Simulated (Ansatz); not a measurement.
# C2H7Al: the cost of one run

All numbers below are computed with Ansatz 0.2.0 (RKS B3LYP/6-31G*).

## Step 1: The structure to begin with

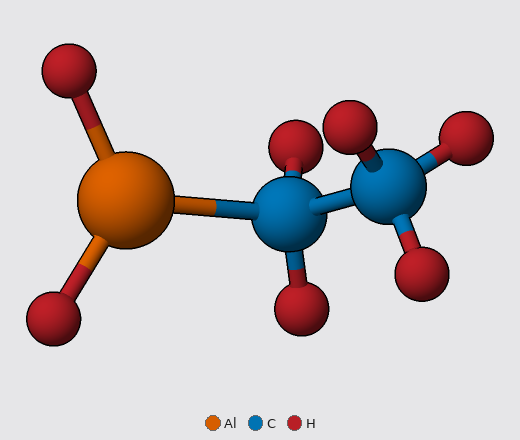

The starting structure, seen from a chosen angle (aluminium orange, carbon blue, hydrogen red).

Structure file:

```xyz
10

Al    0.0000    0.0000    0.0000
C     0.0000    0.0000    1.9700
H    -0.9996   -0.3092    2.3405
H     0.7676   -0.7111    2.3405
C     0.3177    1.3971    2.4774
H     0.9159    1.3257    3.4096
H     0.8975    1.9479    1.7076
H    -0.6280    1.9396    2.6859
H     1.3510    0.0000   -0.7800
H    -1.3510    0.0000   -0.7800
```

## Step 2: Relaxing the start

File input.yaml:

```yaml
crystal:
  periodic: [false, false, false]
  atoms:
    - { symbol: Al, position_ang: [0.0, 0.0, 0.0] }
    - { symbol: C, position_ang: [0.0, 0.0, 1.97] }
    - { symbol: H, position_ang: [-0.9996, -0.3092, 2.3405] }
    - { symbol: H, position_ang: [0.7676, -0.7111, 2.3405] }
    - { symbol: C, position_ang: [0.3177, 1.3971, 2.4774] }
    - { symbol: H, position_ang: [0.9159, 1.3257, 3.4096] }
    - { symbol: H, position_ang: [0.8975, 1.9479, 1.7076] }
    - { symbol: H, position_ang: [-0.628, 1.9396, 2.6859] }
    - { symbol: H, position_ang: [1.351, 0.0, -0.78] }
    - { symbol: H, position_ang: [-1.351, 0.0, -0.78] }
basis:
  gaussian: { orbitals: "6-31G*" }
hamiltonian:
  xc: b3lyp
relax:
  f_tol: 0.02
  max_steps: 40
```

Started as:

```
ansatz run input.yaml --threads 1 --pin off --max-ram 2048MiB --backend cpu --events-out ev --progress --plain --runs-dir out
```

Q: Estimate wall time and peak memory on 1 thread of Arm Neoverse V2, shared host.

About 59 s, with a peak of 0.12 GiB.
